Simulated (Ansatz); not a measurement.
Ligand exchange: C3H7Cl + C2H9ClSi2 → C3H10Si + C2H6Cl2Si

Species: C3H7Cl (2-chloropropane) `CC(C)Cl`, singlet; C2H9ClSi2 `CC[SiH]([SiH3])Cl`, singlet; C3H10Si `CC(C)[SiH3]`, singlet; C2H6Cl2Si `CC[SiH](Cl)Cl`, singlet. The partners trade Cl for SiH3: C–Cl and Si–SiH3 bonds give way to C–SiH3 and Si–Cl.

Shapes, held fixed at every level: PBE0-D4/def2-TZVP. Flexible molecules stand in one conformer, not always the lowest. Programs: Ansatz 0.2.0. Electronic energies: no zero-point or thermal term.

| level | kind | ΔE (kJ/mol) | less CCSD(T)/CBS estimate |
| --- | --- | --- | --- |
| HF/def2-TZVPP | Hartree–Fock | -140.8 | -4.6 |
| r2SCAN-D4/def2-TZVPP | meta-GGA | -133.5 | +2.7 |
| B3LYP-D4/def2-TZVPP | global hybrid | -132.1 | +4.1 |
| PBE0-D4/def2-TZVPP | global hybrid | -128.0 | +8.2 |
| wB97X-V/def2-TZVPP | range-separated hybrid | -133.5 | +2.7 |
| MP2/def2-TZVPP | perturbation theory | -146.6 | -10.4 |
| CCSD(T)/CBS estimate | coupled cluster or CI | -136.2 | 0.0 |

The highest level, CCSD(T)/CBS estimate, gives ΔE = -136.2 kJ/mol; the levels span -146.6 to -128.0. The column of differences is taken from that level and isn't an error. No measured value is set beside it here. The CBS estimate extrapolates MP2 from def2-TZVPP and def2-QZVPP and adds CCSD(T) − MP2 in the triple-zeta set, cores frozen.

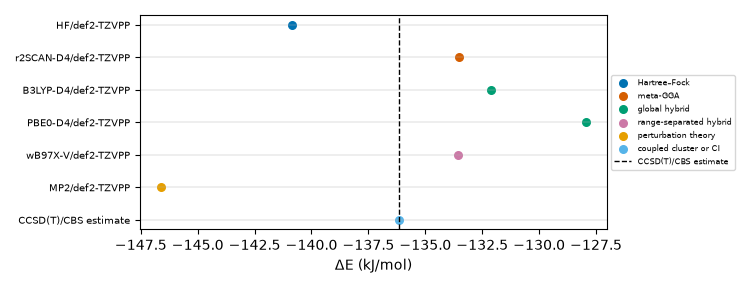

The values of the table, level by level.
